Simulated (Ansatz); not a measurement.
## Electronic structure of AlFH5N in real space

| atom | x (Å) | y (Å) | z (Å) |
| --- | --- | --- | --- |
| Al | 0.0247 | -0.0864 | 0.1295 |
| F | -0.2274 | 0.6113 | 1.6721 |
| H | 1.5083 | 0.0883 | -0.4657 |
| H | -1.2776 | -0.1458 | -0.8123 |
| N | 0.0860 | -2.0163 | 0.9062 |
| H | -0.6434 | -2.6489 | 0.5490 |
| H | 0.9951 | -2.4900 | 0.8107 |
| H | -0.0884 | -1.8648 | 1.9124 |

Theory: Ansatz, RKS PBE-D4/def2-SVP.

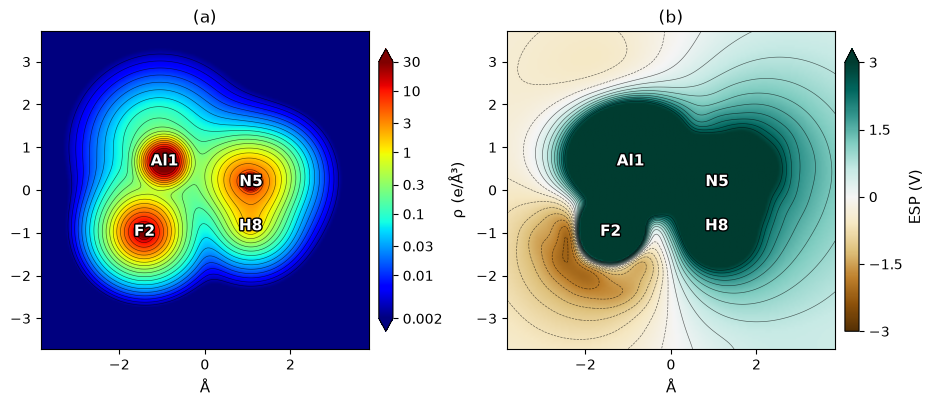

Figure 1. (a) total electron density; (b) molecular electrostatic potential on the plane of atoms Al1, N5 and H8.

**Interpret the plot.**

The plane passes through Al, F, N and H nuclei. Al–F (1.71 Å): the density is about 0.71 e/Å³ at the midpoint. Al–N (2.08 Å): ρ at the midpoint is about 0.45 e/Å³. N–H (1.03 Å): ρ is about 2.8 e/Å³ halfway. Outside the dense part of the molecule the potential is most negative (−2.2 V) near F2.

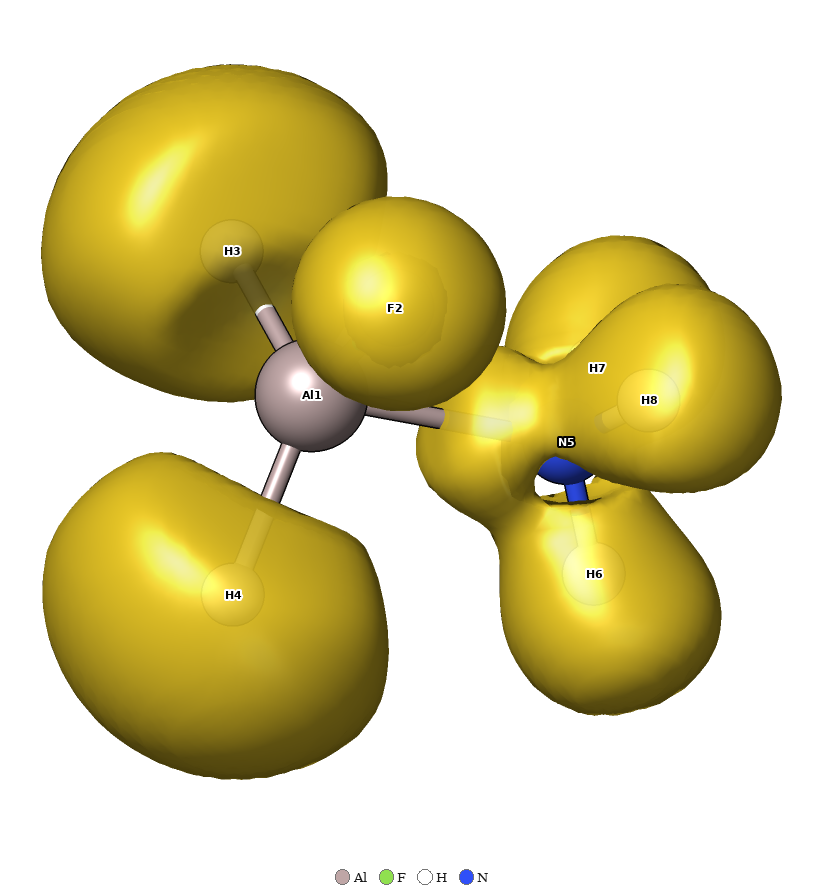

Figure 2. Isosurface of the electron localisation function at 0.75 (yellow), seen at a tilt. Only the valence region is drawn (cores and ρ < 0.01 e/Å³ removed).

**What do the ELF domains correspond to?**

The surface consists of two regions around hydrogen nuclei, one region wrapped around F (its valence shell) and one joined region spread over several atoms (H, N), in which their bonds and any lone pairs are merged. Profiles from the grid: Al–F (1.71 Å): the ELF peaks at about 0.85 in the valence shell of F, 0.5 Å from its nucleus, and is about 0.25 at the midpoint. Al–N (2.08 Å): the ELF peaks at about 0.95 in the valence shell of N, 0.7 Å from its nucleus, and is about 0.75 at the midpoint.

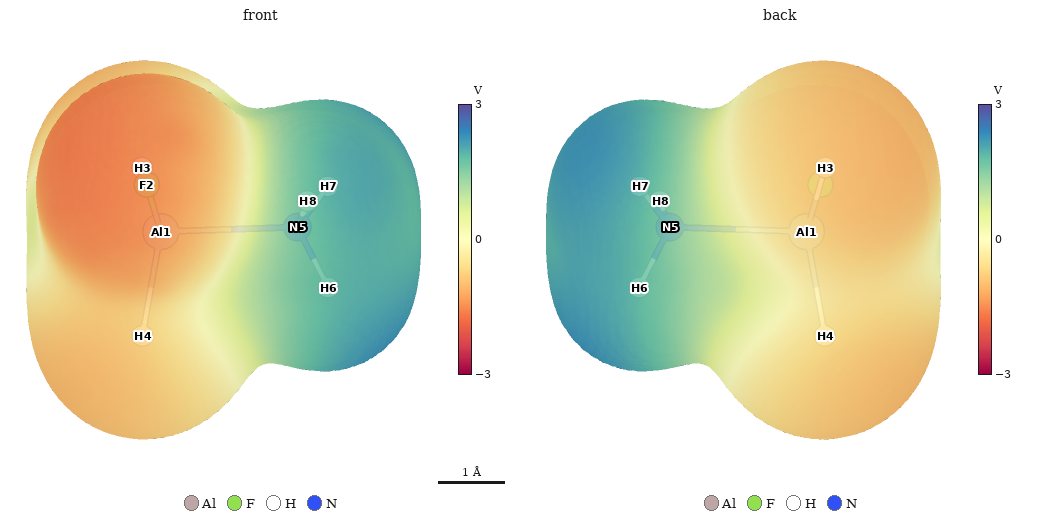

Figure 3. The electrostatic potential painted on the density surface at 0.001 e/bohr³, seen from the front and from behind; red is negative and blue positive.

**Describe the electrostatic potential map.**

The most negative region (about −1.7 V) lies over F2, the most positive (about +2.3 V) over H6 and H7.
